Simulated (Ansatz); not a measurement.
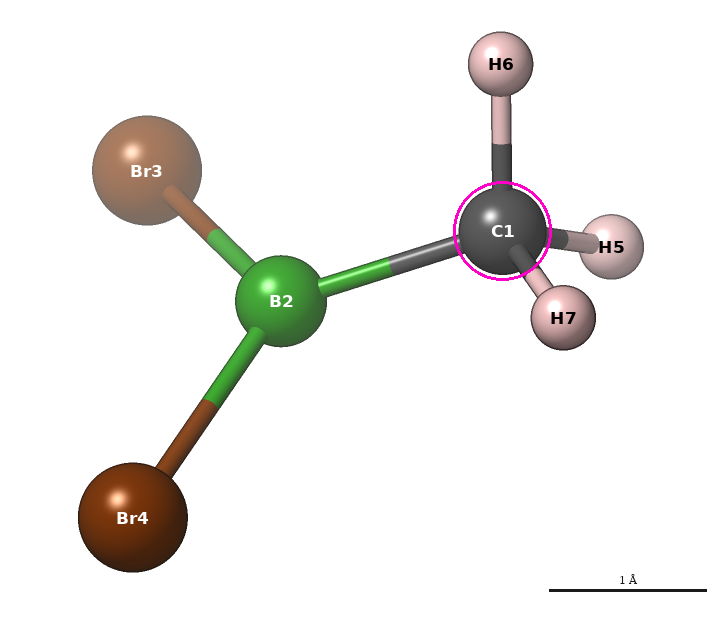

Orthographic view. Distant atoms are faded towards the background colour. The computed geometry is a stationary point of PBE0-D4/def2-TZVP, a saddle point of order 1.

Which atoms are bonded to the circled atom?

The circled atom is C1; it is bonded to B2, H5, H6, H7.

Which atom is farthest from the viewer?

Br3, 1.7 Å behind the mean position.

Of C1 and H5, which is nearer the viewer?

C1; the bond to H5 points away from the viewer, so it looks shorter than its 1.10 Å.
